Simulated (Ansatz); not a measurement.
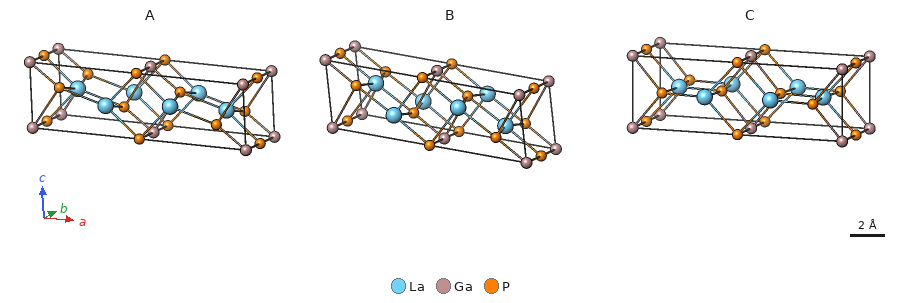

3 geometries from one relaxation of a crystal of La2GaP3 (built on the Li2HfO3-12 type type), in shuffled order. The picture is a ball-and-stick view of the conventional cell (2 times the calculation's cell), seen slightly off an axis. Lengths and directions refer to the drawn axes.

All numbers below come from Ansatz 0.2.0, DFT, PBEsol, plane waves, PAW. Set-up: plane-wave cutoff 420 eV; k-point mesh 4 × 4 × 6; occupations fermi dirac; smearing width 0.03 eV; no spin polarisation; cell and atoms relaxed; force threshold 0.01 eV/Å; at most 120 steps.

Q: Put them in the order of the run, from the start to the converged end.

A: C, A, B. They are steps 0, 5, 16, at +357 meV per atom, +135 meV per atom relative to the last. The largest moves relative to the cell, 0.76 Å, are those of P atoms. By element the largest moves are P 0.76 Å, La 0.54 Å. Ga stays in place. The volume changes by −8.8 %, with a 12.983 → 12.112 Å (−6.7 %), b 5.646 → 6.047 Å (+7.1 %), c 4.320 → 4.062 Å (−6.0 %), β 91.2° → 103.9°. Some distances before and after: La–P 4.951 → 3.021 Å, Ga–P 2.824 → 2.385 Å, La–P 2.639 → 2.880 Å, La–P 2.831 → 3.051 Å. New bonds form: La–P (4.95 → 3.02 Å). Among the angles between lasting bonds that change: La–P–Ga 132.9° → 178.5°, P–La–P 135.9° → 178.0°, P–La–P 130.7° → 91.5°. The space group stays C2/m (No. 12). Over 14 accepted moves (16 points after the start) the energy falls by 357 meV per atom. The largest force component goes from 2.6 to 0.00054 eV/Å. Pressure: 2.25 GPa at the start and 0.00 GPa at the end. The SCF was repeated twice at an unchanged geometry on a basis and grid sized afresh for the cell, which shifted the energy by 0.1 meV per atom at most.
